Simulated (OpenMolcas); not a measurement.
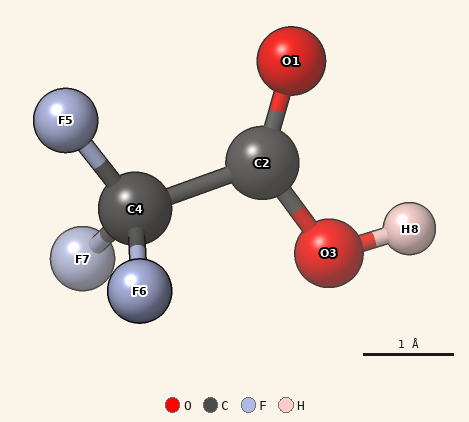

**Figure 1.** The structure as given in the input (ball-and-stick view, seen at a tilt; atoms are numbered from 1 in the order of the input). Bond lengths as drawn: C–C 1.56 Å, C–F 1.33 to 1.34 Å, C–O 1.19 to 1.32 Å and H–O 0.97 Å.

## Run report: C2HF3O2 (charge −1), energy and gradient calculation (part 1 of 3)

The run: energy and gradient calculation of C2HF3O2, charge −1, multiplicity 2. Method and program: HCTH407/cc-pVTZ, UKS (OpenMolcas 26.06).

The geometry is that of the parent species in another charge or spin state. The geometry comes from this level: GFN2-xTB.

## The input
```
* C2HF3O2 Kohn-Sham DFT
&gateway
baslib
$CurrDir
coord
geom.xyz
basis
cc-pVTZ
group
NoSym
ricd
&seward
gridinput
Grid=SG1Grid
End of Grid
&scf
uhf
charge
-1
spin
2
ksdft
GGA_XC_HCTH_407
prorbitals
1 1
&alaska
```

## File geom.xyz
```
8

O      1.722320    -0.318620     0.209600
C      0.532580    -0.356930     0.214640
O     -0.228650    -1.293700     0.740610
C     -0.368010     0.741380    -0.430980
F      0.361470     1.725630    -0.947290
F     -1.196750     1.275490     0.471380
F     -1.117830     0.229130    -1.412310
H      0.294870    -2.002390     1.154340
```

Hardware: 1 thread of Arm Neoverse V2, 24 GiB of memory available, shared host.

Run as:
```bash
export MOLCAS_MEM=1860
pymolcas job.input > job.log
```

## The program's output
```
--- Start Module: gateway ---

                                              &GATEWAY

                       available to each process: 1.9 GB of memory, 1 thread

 Basis Set     1 Label: O.CC-PVTZ
 Basis set is read from library:.
 basistype.tbl is not found

 Basis Set     2 Label: C.CC-PVTZ
 Basis set is read from library:.
 basistype.tbl is not found

 Basis Set     3 Label: O.CC-PVTZ
 Basis set is read from library:.
 basistype.tbl is not found

 Basis Set     4 Label: C.CC-PVTZ
 Basis set is read from library:.
 basistype.tbl is not found

 Basis Set     5 Label: F.CC-PVTZ
 Basis set is read from library:.
 basistype.tbl is not found

 Basis Set     6 Label: H.CC-PVTZ
 Basis set is read from library:.
 basistype.tbl is not found

++    Symmetry information:
      ---------------------

                    Character Table for C1

                             E
                    a        1  x, y, xy, Rz, z, xz, Ry, yz, Rx, I
--

++    Basis set information:
      ----------------------

      Basis set label: O.CC-PVTZ.........

      Electronic valence basis set:
      ------------------
      Associated Effective Charge   8.000000 au
      Associated Actual Charge      8.000000 au
      Nuclear Model: Point charge

      Shell  nPrim  nBasis  Cartesian Spherical Contaminant
         s      10       4        X
         p       5       3        X
         d       2       2                 X
         f       1       1                 X

      Basis set label: C.CC-PVTZ.........

      Electronic valence basis set:
      ------------------
      Associated Effective Charge   6.000000 au
      Associated Actual Charge      6.000000 au
      Nuclear Model: Point charge

      Shell  nPrim  nBasis  Cartesian Spherical Contaminant
         s      10       4        X
         p       5       3        X
         d       2       2                 X
         f       1       1                 X

      Basis set label: O.CC-PVTZ.........

      Electronic valence basis set:
      ------------------
      Associated Effective Charge   8.000000 au
      Associated Actual Charge      8.000000 au
      Nuclear Model: Point charge

      Shell  nPrim  nBasis  Cartesian Spherical Contaminant
         s      10       4        X
         p       5       3        X
         d       2       2                 X
         f       1       1                 X

      Basis set label: C.CC-PVTZ.........

      Electronic valence basis set:
      ------------------
      Associated Effective Charge   6.000000 au
      Associated Actual Charge      6.000000 au
      Nuclear Model: Point charge

      Shell  nPrim  nBasis  Cartesian Spherical Contaminant
         s      10       4        X
         p       5       3        X
         d       2       2                 X
         f       1       1                 X

      Basis set label: F.CC-PVTZ.........

      Electronic valence basis set:
      ------------------
      Associated Effective Charge   9.000000 au
      Associated Actual Charge      9.000000 au
      Nuclear Model: Point charge

      Shell  nPrim  nBasis  Cartesian Spherical Contaminant
         s      10       4        X
         p       5       3        X
         d       2       2                 X
         f       1       1                 X

      Basis set label: H.CC-PVTZ.........

      Electronic valence basis set:
      ------------------
      Associated Effective Charge   1.000000 au
      Associated Actual Charge      1.000000 au
      Nuclear Model: Point charge

      Shell  nPrim  nBasis  Cartesian Spherical Contaminant
         s       5       3        X
         p       2       2        X
         d       1       1                 X
--

++    Molecular structure info:
      -------------------------

                    ************************************************
                    **** Cartesian Coordinates / bohr, angstrom ****
                    ************************************************

     Center  Label                x              y              z                     x              y              z
        1      O1               3.254713      -0.602105       0.396087              1.722320      -0.318620       0.209600
        2      C2               1.006430      -0.674500       0.405611              0.532580      -0.356930       0.214640
        3      O3              -0.432086      -2.444739       1.399550             -0.228650      -1.293700       0.740610
        4      C4              -0.695438       1.401005      -0.814434             -0.368010       0.741380      -0.430980
        5      F5               0.683079       3.260968      -1.790119              0.361470       1.725630      -0.947290
        6      F6              -2.261530       2.410327       0.890779             -1.196750       1.275490       0.471380
        7      F7              -2.112393       0.432993      -2.668879             -1.117830       0.229130      -1.412310
        8      H8               0.557224      -3.783969       2.181386              0.294870      -2.002390       1.154340

                    ***************************************
                    *    InterNuclear Distances / bohr    *
                    ***************************************

               1 O1            2 C2            3 O3            4 C4            5 F5            6 F6
    1 O1       0.000000
    2 C2       2.249468        0.000000
    3 O3       4.242019        2.488170        0.000000
    4 C4       4.591460        2.948319        4.445315        0.000000
    5 F5       5.129924        4.518151        6.631189        2.512316        0.000000
    6 F6       6.304633        4.520078        5.213192        2.525693        4.072042        0.000000
    7 F7       6.266679        4.517309        5.258981        2.526613        4.072386        4.074710
    8 H8       4.537401        3.608873        1.839440        6.117847        8.088252        6.926784

               7 F7            8 H8
    7 F7       0.000000
    8 H8       6.959504        0.000000

                    *******************************************
                    *    InterNuclear Distances / angstrom    *
                    *******************************************

               1 O1            2 C2            3 O3            4 C4            5 F5            6 F6
    1 O1       0.000000
    2 C2       1.190367        0.000000
    3 O3       2.244780        1.316683        0.000000
    4 C4       2.429696        1.560183        2.352359        0.000000
    5 F5       2.714639        2.390903        3.509074        1.329460        0.000000
    6 F6       3.336268        2.391922        2.758703        1.336539        2.154832        0.000000
    7 F7       3.316184        2.390457        2.782933        1.337026        2.155014        2.156243
    8 H8       2.401089        1.909733        0.973390        3.237425        4.280119        3.665496

               7 F7            8 H8
    7 F7       0.000000
    8 H8       3.682811        0.000000

                    **************************************
                    *    Valence Bond Angles / degree    *
                    **************************************
                          Atom centers                 Phi
                      1 O1       2 C2       3 O3       127.04
                      1 O1       2 C2       4 C4       123.54
                      3 O3       2 C2       4 C4       109.42
                      2 C2       3 O3       8 H8       112.14
                      2 C2       4 C4       5 F5       111.42
                      2 C2       4 C4       6 F6       111.09
                      2 C2       4 C4       7 F7       110.96
                      5 F5       4 C4       6 F6       107.85
                      5 F5       4 C4       7 F7       107.84
                      6 F6       4 C4       7 F7       107.51

           ***************************************************************
           *              Valence Dihedral Angles / degree               *
           ***************************************************************
                    Atom centers                       Phi1     Phi2     Theta
           1 O1       2 C2       3 O3       8 H8        127.04   112.14     0.01
           4 C4       2 C2       3 O3       8 H8        109.42   112.14   179.89
           1 O1       2 C2       4 C4       5 F5        123.54   111.42    -1.62
           1 O1       2 C2       4 C4       6 F6        123.54   111.09  -121.90
           1 O1       2 C2       4 C4       7 F7        123.54   110.96   118.56
           3 O3       2 C2       4 C4       5 F5        109.42   111.42   178.50
           3 O3       2 C2       4 C4       6 F6        109.42   111.09    58.22
           3 O3       2 C2       4 C4       7 F7        109.42   110.96   -61.33
--

            Nuclear Potential Energy            336.70450188 au

--- Stop Module: gateway /rc=_RC_ALL_IS_WELL_ ---

--- Start Module: seward ---

                                              &SEWARD

                       available to each process: 1.9 GB of memory, 1 thread

               SEWARD will generate:
                  Multipole Moment integrals up to order  2
                  Kinetic Energy integrals
                  Nuclear Attraction integrals (point charge)
                  One-Electron Hamiltonian integrals
                  Velocity integrals
                  Orbital angular momentum around ( -0.1814   0.6329  -0.3665 )
                  Velocity quadrupole around ( -0.1814   0.6329  -0.3665 )
                  RI decomposed two-electron repulsion integrals stored Cholesky style
                   - acCD auxiliary basis
                   - CD Threshold:   1.00E-04

                   Integrals are discarded if absolute value <: 1.00E-14
                   Integral cutoff threshold is set to       <: 1.00E-16

            Nuclear Potential Energy            336.70450188 au

      Basis set specifications :
      Symmetry species         a
      Basis functions          224

--- Stop Module: seward /rc=_RC_ALL_IS_WELL_ ---
--- Module seward spent 9 seconds ---

--- Start Module: scf ---

                                                &SCF

                       available to each process: 1.9 GB of memory, 1 thread

++    Input section:
      --------------

      Header of the integral files:

      Cartesian coordinates in angstrom:
      -----------------------------------------------------
      No.  Label        X            Y            Z
      -----------------------------------------------------
       1   O1         1.72232000  -0.31862000   0.20960000
       2   C2         0.53258000  -0.35693000   0.21464000
       3   O3        -0.22865000  -1.29370000   0.74061000
       4   C4        -0.36801000   0.74138000  -0.43098000
       5   F5         0.36147000   1.72563000  -0.94729000
       6   F6        -1.19675000   1.27549000   0.47138000
       7   F7        -1.11783000   0.22913000  -1.41231000
       8   H8         0.29487000  -2.00239000   1.15434000
      -----------------------------------------------------
      Nuclear repulsion energy =  336.70450188
--

++    Orbital specifications:
      -----------------------

      Symmetry species               1
                                     a
      Frozen orbitals                0
      Start temperature = 0.500
      End temperature   = 0.010
      Temperature Factor= 0.460
      Deleted orbitals               0
      Total number of orbitals     224
      Number of basis functions    224
--

      Molecular charge                          -1.000

      Numerical integration parameters
      --------------------------------
      Radial quadrature type:                         MHL
      Size of radial grid:                            50
      Lebedev angular grid:                           23
      Angular grid pruned with the crowding factor:  1.00E+00
                                 and fading factor:  5.00E+00
      Screening threshold for integral computation:   1.00E-11
      Radial quadrature accuracy:                     1.00E-25
      Maximum batch size:                             128
      AO values are stored on disk
      The same grid will be used for all iterations.

      DFT functional specifications
      -----------------------------
      Using Libxc version: 6.2.2
      Please cite the following reference:
      S. Lehtola, C. Steigemann, M. J.T. Oliveira, and M. A.L. Marques.,  SoftwareX 7, 1–5 (2018) doi:10.1016/j.softx.2017.11.002

      * HCTH/407

++    Optimization specifications:
      ----------------------------

      SCF Algorithm: LK-RI/DF USCF
      LK screening threshold:                     4.50E-02
      Local-Exchange (LK) algorithm.
       - the density matrix is decomposed
      D(i)-D(i-1) density differences are used
      Number of density matrices in core                 5
      Maximum number of NDDO SCF iterations            400
      Maximum number of HF SCF iterations              400
      Threshold for SCF energy change             1.00E-09
      Threshold for density matrix                1.00E-04
      Threshold for Fock matrix                   1.50E-04
      Threshold for linear dependence             1.00E-09
      Threshold at which DIIS is turned on        1.50E-01
      Maximum depth in the DIIS procedure                5
      Maximum depth in the BFGS Hessian update          30
      Threshold at which QNR/C2DIIS is turned on  7.50E-02
      Threshold for Norm(delta) (QNR/C2DIIS)      1.00E-03
      All orbitals punched on: UHFORB
--

      Input vectors read from INPORB
      Orbital file label: *Guess orbitals

++ Convergence information
                               UHF [...]      iterations: Energy and convergence statistics
```
